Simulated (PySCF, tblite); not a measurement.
# C5H9Al: geometry, infrared bands and NMR shifts

Aim: predict the infrared bands and NMR shifts of C5H9Al (`CC#[C][AlH][CH2]C`).

Computed with tblite 0.8.0 and PySCF 2.14.0, with density-fitted response routines of our own, on a single molecule in the gas phase. Atoms count from 0, in the outputs and in this text.

### Step 1. Starting geometry

15 atoms, charge 0, multiplicity 1; geometry from: force field or distance geometry start.

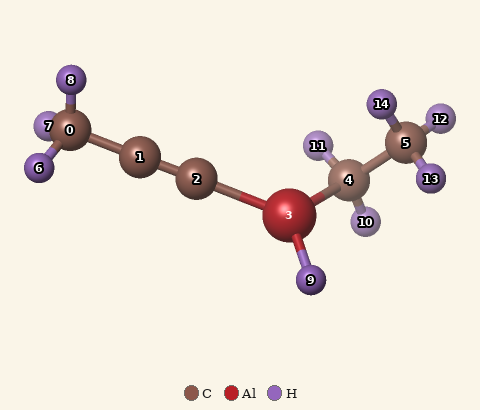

The starting geometry (carbon brown, aluminium red, hydrogen purple), atoms numbered.

### Step 2. Optimising the geometry with GFN2-xTB

What the job is given:

```
{"job": {"kind": "relax", "xc": "GFN2-xTB", "basis": "xTB"}, "charge": 0, "multiplicity": 1}
C      3.776500     0.138400     0.086500
C      2.374700     0.172700    -0.390200
C      1.235200     0.174300    -0.754700
Al    -0.638400     0.167900    -1.376400
C     -1.966600    -0.775900    -0.184900
C     -2.927600     0.271200     0.304000
H      4.406100     0.286200    -0.820600
H      4.051300    -0.862500     0.506500
H      3.904200     0.939800     0.838600
H     -1.029100     0.604800    -2.867600
H     -2.452000    -1.621900    -0.712600
H     -1.403700    -1.204700     0.656200
H     -3.676000    -0.130600     1.017500
H     -3.363300     0.756000    -0.594000
H     -2.295600     1.092300     0.764200
```

Launch:

```
$ OMP_NUM_THREADS=1 python probes_run.py task.json out
```

One launch serves the whole session: the jobs run in the order shown.

What it wrote:

```text
step      E/eV     max force
  0    -442.43148    2.937
  1    -442.43369    5.319
  2    -442.61849    0.875
  3    -442.67362    0.754
  4    -442.72071    0.899
  5    -442.73893    0.287
  6    -442.74693    0.221
  7    -442.75460    0.386
  8    -442.75940    0.324
  9    -442.76276    0.151
 10    -442.76531    0.133
 11    -442.76769    0.213
 12    -442.76990    0.197
 13    -442.77185    0.138
 14    -442.77335    0.099
 15    -442.77454    0.113
 16    -442.77567    0.117
 17    -442.77674    0.077
 18    -442.77768    0.088
 19    -442.77845    0.100
 20    -442.77910    0.077
 21    -442.77974    0.056
 22    -442.78040    0.065
 23    -442.78099    0.070
 24    -442.78147    0.062
 25    -442.78189    0.064
 26    -442.78235    0.067
 27    -442.78298    0.111
 28    -442.78376    0.129
 29    -442.78450    0.097
 30    -442.78501    0.047
 31    -442.78535    0.047
 32    -442.78572    0.077
 33    -442.78614    0.084
 34    -442.78651    0.057
 35    -442.78677    0.038
 36    -442.78698    0.035
 37    -442.78721    0.045
 38    -442.78746    0.041
 39    -442.78768    0.029
 40    -442.78782    0.032
 41    -442.78793    0.031
 42    -442.78805    0.026
 43    -442.78821    0.031
 44    -442.78841    0.038
 45    -442.78862    0.044
 46    -442.78885    0.040
 47    -442.78911    0.040
 48    -442.78940    0.044
 49    -442.78967    0.044
 50    -442.78987    0.040
 51    -442.79001    0.027
 52    -442.79013    0.027
 53    -442.79028    0.042
 54    -442.79048    0.059
 55    -442.79068    0.055
 56    -442.79080    0.035
 57    -442.79089    0.026
 58    -442.79097    0.029
 59    -442.79109    0.038
 60    -442.79123    0.038
 61    -442.79133    0.028
 62    -442.79141    0.021
 63    -442.79149    0.038
 64    -442.79163    0.053
 65    -442.79186    0.055
 66    -442.79212    0.041
 67    -442.79234    0.039
 68    -442.79255    0.036
 69    -442.79283    0.060
 70    -442.79323    0.074
 71    -442.79379    0.062
 72    -442.79435    0.051
 73    -442.79478    0.042
 74    -442.79507    0.051
 75    -442.79529    0.049
 76    -442.79543    0.048
 77    -442.79549    0.042
 78    -442.79558    0.021
 79    -442.79563    0.015
 80    -442.79568    0.014
 81    -442.79571    0.013
 82    -442.79574    0.012
 83    -442.79576    0.012
 84    -442.79578    0.022
 85    -442.79581    0.020
 86    -442.79583    0.016
 87    -442.79585    0.011
 88    -442.79586    0.018
 89    -442.79589    0.038
 90    -442.79596    0.054
 91    -442.79610    0.081
 92    -442.79637    0.087
 93    -442.79682    0.075
 94    -442.79737    0.069
 95    -442.79793    0.087
 96    -442.79835    0.124
 97    -442.79822    0.162
 98    -442.79904    0.102
 99    -442.79926    0.051
100    -442.79947    0.031
101    -442.79956    0.052
102    -442.79967    0.051
103    -442.79978    0.043
104    -442.79987    0.020
105    -442.79995    0.020
106    -442.80001    0.058
107    -442.80008    0.022
108    -442.80017    0.019
109    -442.80028    0.037
110    -442.80034    0.032
111    -442.80045    0.028
112    -442.80060    0.029
113    -442.80079    0.061
114    -442.80101    0.079
115    -442.80127    0.063
116    -442.80154    0.050
117    -442.80183    0.054
118    -442.80228    0.074
119    -442.80300    0.077
120    -442.80409    0.082
121    -442.80549    0.116
122    -442.80676    0.147
123    -442.80876    0.139
124    -442.81088    0.209
125    -442.81377    0.235
126    -442.81502    0.344
127    -442.81724    0.110
128    -442.81810    0.153
129    -442.82028    0.104
130    -442.82207    0.069
131    -442.82357    0.141
132    -442.82538    0.116
133    -442.82654    0.057
134    -442.82714    0.129
135    -442.82806    0.075
136    -442.82843    0.059
137    -442.82908    0.073
138    -442.82939    0.113
139    -442.83016    0.054
140    -442.83080    0.074
141    -442.83140    0.080
142    -442.83171    0.095
143    -442.83195    0.058
144    -442.83220    0.045
145    -442.83238    0.044
146    -442.83262    0.051
147    -442.83284    0.026
148    -442.83301    0.028
149    -442.83308    0.022
150    -442.83311    0.016
151    -442.83313    0.014
152    -442.83316    0.011
153    -442.83318    0.015
154    -442.83320    0.009
```

Wall time 0.96 s (1 thread of Arm Neoverse V1, shared host).

Step by step: (not every step is listed)

```csv
step,energy from step 0 (eV),largest force (eV/Å)
0,0.0000,2.9373
1,-0.0022,5.3193
2,-0.1870,0.8750
3,-0.2421,0.7540
4,-0.2892,0.8986
5,-0.3074,0.2869
6,-0.3154,0.2209
7,-0.3231,0.3856
8,-0.3279,0.3242
22,-0.3489,0.0648
36,-0.3555,0.0348
50,-0.3584,0.0404
64,-0.3601,0.0527
78,-0.3641,0.0212
92,-0.3649,0.0866
106,-0.3685,0.0582
120,-0.3726,0.0821
134,-0.3957,0.1290
148,-0.4015,0.0283
149,-0.4016,0.0220
150,-0.4016,0.0164
151,-0.4016,0.0145
152,-0.4017,0.0114
153,-0.4017,0.0146
154,-0.4017,0.0089
```

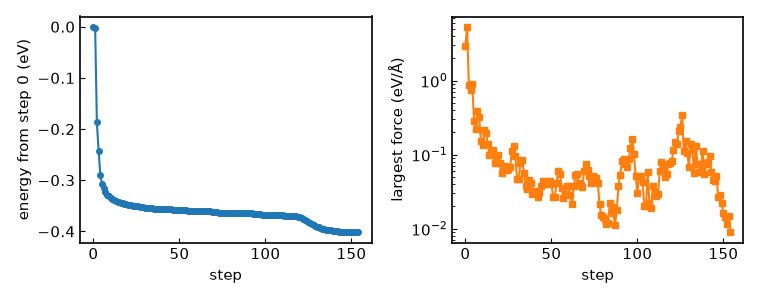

Energy and largest force along the relaxation.

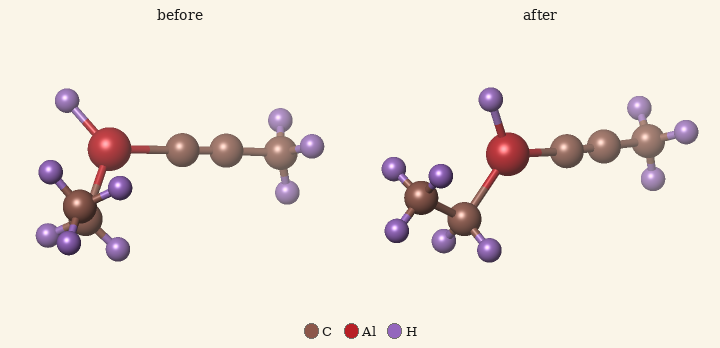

The geometry before (left) and after (right).

Close pairs (by a distance rule), those that changed most:

```csv
bond,before (Å),after (Å),change (Å)
Al3–H9,1.602,1.551,-0.051
C5–H14,1.134,1.092,-0.042
C4–C5,1.503,1.541,+0.038
C2–Al3,1.974,1.938,-0.037
C0–C1,1.481,1.448,-0.033
C0–H7,1.120,1.090,-0.029
C0–H6,1.114,1.090,-0.024
C1–C2,1.196,1.217,+0.020
```

The end geometry stands in the next job.

### Step 3. Vibrational analysis with GFN2-xTB

What the job is given:

```
{"job": {"kind": "ir", "xc": "GFN2-xTB", "basis": "xTB"}, "charge": 0, "multiplicity": 1}
C      4.078894    -0.027297    -0.276653
C      2.639388     0.116448    -0.331749
C      1.429034     0.233169    -0.373733
Al    -0.483987     0.511750    -0.503140
C     -1.974793    -0.641938     0.188238
C     -3.295565     0.026996    -0.239212
H      4.506415     0.115661    -1.269349
H      4.343147    -1.023002     0.080758
H      4.503613     0.714976     0.399905
H     -0.958868     1.794110    -1.235364
H     -1.952771    -1.673098    -0.193302
H     -1.968226    -0.752137     1.282828
H     -4.163890    -0.516356     0.134223
H     -3.363506     0.077401    -1.327511
H     -3.343299     1.051304     0.136494
```

What it wrote:

```text
mode    cm-1     km/mol
  1     -24.9      0.18
  2      32.2      0.36
  3      49.3      1.26
  4     100.0      1.33
  5     131.5      1.39
  6     139.3      0.33
  7     202.5     22.11
  8     320.2      0.18
  9     323.5      0.43
 10     417.0     21.97
 11     459.1     49.31
 12     601.4    116.77
 13     607.0      8.42
 14     668.0    580.49
 15     896.3      0.60
 16     958.5     30.49
 17    1011.3      6.10
 18    1012.2      7.04
 19    1019.5      7.11
 20    1058.7      8.11
 21    1210.1      2.49
 22    1219.0      3.61
 23    1381.9      1.41
 24    1402.4      0.27
 25    1450.7      5.90
 26    1451.4      6.31
 27    1470.6      0.90
 28    1491.9      1.71
 29    1492.3      1.24
 30    1747.6    332.30
 31    2234.0    257.77
 32    2858.9     37.81
 33    2884.0     38.95
 34    2971.8     29.26
 35    2982.4     35.15
 36    2994.0     60.73
 37    2996.2     21.94
 38    2997.3     21.60
 39    3005.1     25.53
```

Run time: 0.44 s. Hardware: 1 thread of Arm Neoverse V1, shared host.

The strongest bands and the atoms that carry them (share of the mass-weighted mode):

```csv
cm⁻¹,km/mol,atoms
459,49.3,"Al3 37 %, C0 17 %, C4 12 %"
601,116.8,"H9 23 %, H11 22 %, H10 18 %, C4 16 %"
668,580.5,"H9 62 %, Al3 28 %"
1748,332.3,H9 96 %
2234,257.8,"C1 55 %, C2 44 %"
2859,37.8,"H11 54 %, H10 38 %"
2884,39.0,"H10 56 %, H11 40 %"
2994,60.7,"H12 74 %, H13 14 %"
```

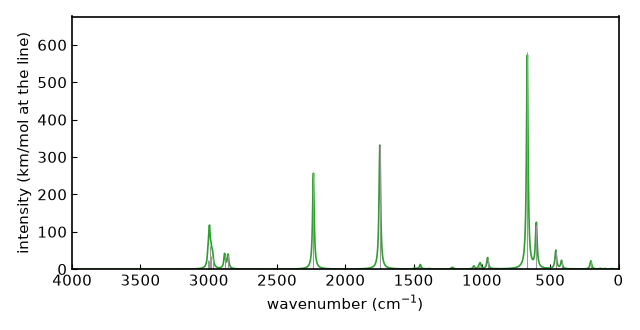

The infrared spectrum from these modes, unscaled. Lines are broadened to a width of 14 cm⁻¹ (Lorentzian).

### Step 4. NMR shieldings: PBE0/pcSseg-1

Settings changed since step 3:

```diff
@@ -1,2 +1,2 @@
-{"job": {"kind": "ir", "xc": "GFN2-xTB", "basis": "xTB"}, "charge": 0, "multiplicity": 1}
+{"job": {"kind": "nmr", "xc": "PBE0", "basis": "pcSseg-1"}, "charge": 0, "multiplicity": 1}
 C      4.078894    -0.027297    -0.276653
```

With the program's defaults for keys left out, this is: GIAO PBE0/pcSseg-1 NMR shielding, non-relativistic, gas phase.

What it wrote:

```text
coarse grid: 12640 points
cycle   1  E = -437.8168027693  dE =  3.101e-01  |g| = 5.241e-01  |ddm| = 3.621e+00
cycle   2  E = -437.7902788348  dE =  2.652e-02  |g| = 6.115e-01  |ddm| = 1.322e+00
cycle   3  E = -437.8879428883  dE = -9.766e-02  |g| = 1.382e-01  |ddm| = 6.686e-01
cycle   4  E = -437.8923968785  dE = -4.454e-03  |g| = 4.865e-02  |ddm| = 1.266e-01
cycle   5  E = -437.8929773029  dE = -5.804e-04  |g| = 1.120e-02  |ddm| = 4.261e-02
cycle   6  E = -437.8930084742  dE = -3.117e-05  |g| = 2.512e-03  |ddm| = 1.438e-02
cycle   7  E = -437.8930102515  dE = -1.777e-06  |g| = 4.694e-04  |ddm| = 3.206e-03
final grid: 116280 points
cycle   8  E = -437.9293785567  dE = -2.316e-05  |g| = 7.420e-03  |ddm| = 3.568e-02
cycle   9  E = -437.9293730888  dE =  5.468e-06  |g| = 8.762e-03  |ddm| = 1.522e-02
cycle  10  E = -437.9293927527  dE = -1.966e-05  |g| = 1.532e-03  |ddm| = 7.508e-03
cycle  11  E = -437.9293933329  dE = -5.802e-07  |g| = 3.543e-04  |ddm| = 1.390e-03
cycle  12  E = -437.9293933612  dE = -2.832e-08  |g| = 9.904e-05  |ddm| = 3.225e-04
cycle  13  E = -437.9293933638  dE = -2.559e-09  |g| = 2.025e-05  |ddm| = 1.081e-04
cycle  14  E = -437.9293933639  dE = -1.007e-10  |g| = 4.369e-06  |ddm| = 3.090e-05
converged SCF energy = -437.9293933639

GIAO shielding tensors (ppm)
atom      isotropic    diamagn.    paramagn.     s11        s22        s33       span
  0 C      180.270     251.164     -70.894    171.862    172.095    196.853     24.991
  1 C       67.349     274.763    -207.414    -30.573    -24.625    257.245    287.818
  2 C       89.720     250.913    -161.193     -0.520      4.841    264.838    265.358
  3 Al     314.373     799.886    -485.514    222.051    353.702    367.365    145.314
  4 C      179.150     252.536     -73.386    170.710    182.142    184.597     13.887
  5 C      172.502     244.536     -72.033    166.931    168.103    182.473     15.542
  6 H       29.566      26.417       3.148     24.705     27.872     36.121     11.416
  7 H       29.597      28.698       0.899     24.603     28.040     36.147     11.543
  8 H       29.568      27.465       2.103     24.755     27.856     36.093     11.338
  9 H       26.724      31.287      -4.563     23.792     25.882     30.499      6.707
 10 H       31.141      32.549      -1.407     26.366     29.958     37.100     10.733
 11 H       31.181      32.832      -1.651     26.339     29.997     37.206     10.867
 12 H       30.086      26.786       3.301     25.108     28.085     37.066     11.958
 13 H       30.517      28.774       1.743     26.358     28.580     36.613     10.255
 14 H       30.435      29.055       1.380     26.244     28.635     36.427     10.183
```

Run time: 23 s. Hardware: 1 thread of Arm Neoverse V1, shared host; peak memory 0.71 GiB.

The references, computed at this level on geometries of the same kind, shield at (ppm): ¹H TMS 31.72, ¹³C TMS 186.9, ²⁷Al AlH4- 490.0. Their shielding less the atom's gives the shift. The references are single molecules in the gas phase. Shifts against hydride references such as AlH4− lie on their own scale. Atoms listed in one row are averaged.

```csv
atoms,environment,σ (ppm),δ (ppm)
C1,alkyne carbon,67.3,119.6
C2,alkyne carbon,89.7,97.2
C5,methyl carbon,172.5,14.4
C4,sp3 CH2 bonded to Al,179.1,7.8
C0,propargylic methyl carbon,180.3,6.7
H9,hydrogen on an aluminium bonded to 2 C,26.72,4.99
"H6, H7, H8",hydrogen on a propargylic methyl carbon,29.58,2.14
"H12, H13, H14",hydrogen on a methyl carbon,30.35,1.37
"H10, H11",hydrogen on an sp3 CH2 bonded to Al,31.16,0.56
Al3,"aluminium bonded to 2 C, H",314.4,175.6
```

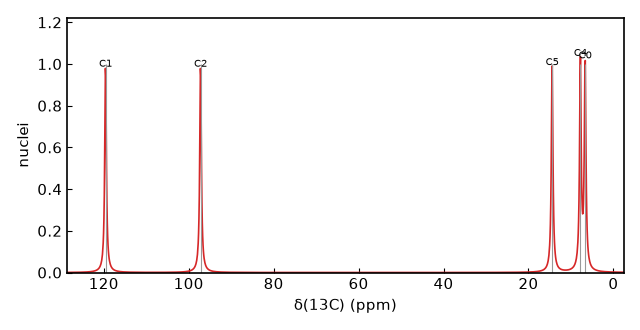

¹³C lines at the computed shifts, without couplings. Lines are broadened to a width of 0.45 ppm (Lorentzian).

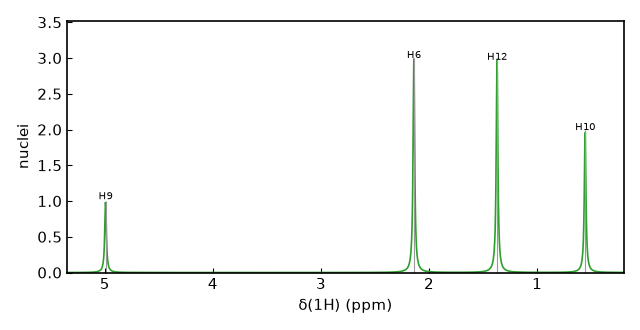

¹H lines at the computed shifts, without couplings. Lines are broadened to a width of 0.02 ppm (Lorentzian).

The run also stored atomic charges by several schemes (e):

```csv
atoms,Mulliken,IAO,Hirshfeld,ESP fit
C0,-0.17,-0.44,-0.09,-0.59
C1,-0.02,0.01,-0.03,0.48
C2,-0.52,-0.42,-0.26,-0.98
Al3,0.79,0.87,0.55,1.20
C4,-0.65,-0.61,-0.21,-0.54
C5,-0.29,-0.40,-0.12,0.07
```

Mulliken charges:

C0 -0.17; C1 -0.02; C2 -0.52; Al3 0.79; C4 -0.65; C5 -0.29; H6 0.15; H7 0.15; H8 0.15; H9 -0.22; H10 0.14; H11 0.14; H12 0.12; H13 0.11; H14 0.11

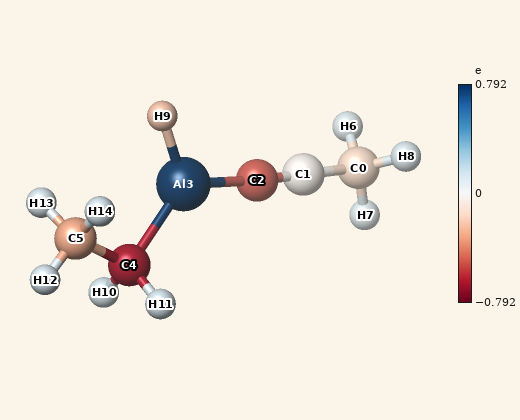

Mulliken charges, as colours on the atoms.

Mayer bond orders: C0–C1 1.18, C1–C2 2.31, C2–Al3 1.05, Al3–C4 0.85, C4–C5 1.02.

Orbitals, density, ELF and potential are computed afterwards from the orbital file.

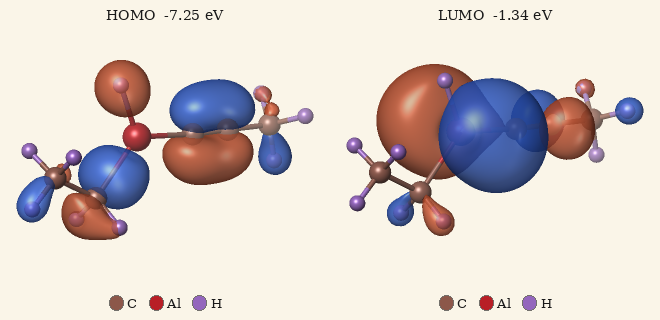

Frontier orbitals at PBE0/pcSseg-1; each surface holds 70 % of the orbital's density, blue and red mark the sign.

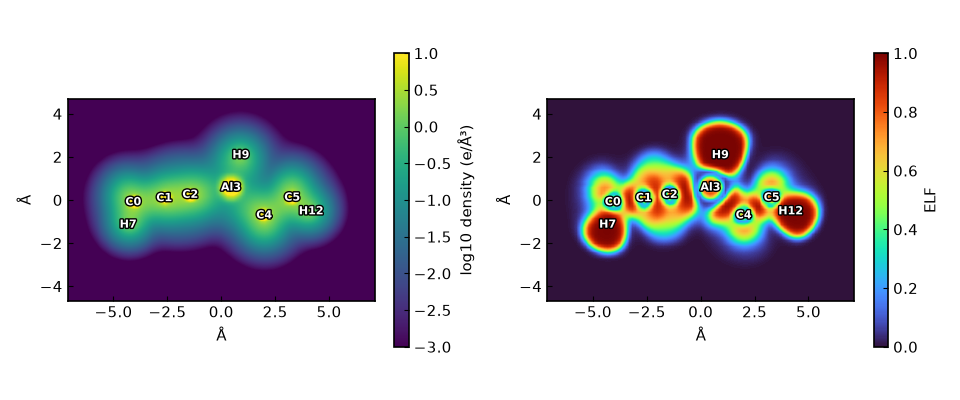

Density (left) and ELF (right) in a plane through or near 9 of the atoms.

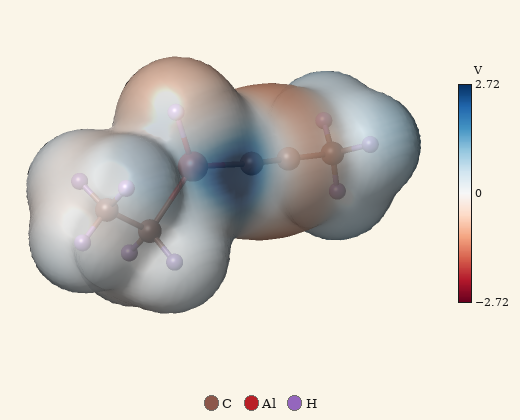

The potential that a unit positive charge feels on the 0.002 e/bohr³ surface, from -0.97 V near C2 to 2.72 V near Al3.

### Step 5. Outcome

| quantity | value |
| --- | --- |
| strongest single infrared mode (GFN2-xTB) | 668 cm⁻¹, 580 km/mol |
| zero-point energy (GFN2-xTB) | 71.8 kcal/mol |
| ¹³C shifts against TMS (PBE0/pcSseg-1) | 119.6, 97.2, 14.4, 7.8, 6.7 ppm |
| ¹H shifts against TMS (PBE0/pcSseg-1, means over atoms taken as alike) | 4.99, 2.14, 1.37, 0.56 ppm |
| ²⁷Al shifts against AlH4- (PBE0/pcSseg-1) | 175.6 ppm |
| surface potential, least and greatest | -0.97 V and 2.72 V |

In words: Relaxing lowered the energy by 0.402 eV in 154 steps; the close pair that moved most is Al3–H9, from 1.602 to 1.551 Å. The lowest mode is imaginary (25i cm⁻¹), so the xTB geometry is not a minimum. The strongest single mode, at 668 cm⁻¹, moves mainly H9. GFN2-xTB is a fitted tight-binding method: band positions and strengths are rough. Its intensities can rank the bands wrongly. At PBE0/pcSseg-1: The widest tensor belongs to C1: span 288 ppm, with a paramagnetic part of -207 ppm. By nearest atom (PBE0/pcSseg-1), the HOMO sits on C1, C2 about 24 % each; C4 17 % and the LUMO on Al3 47 %; H9 13 %.
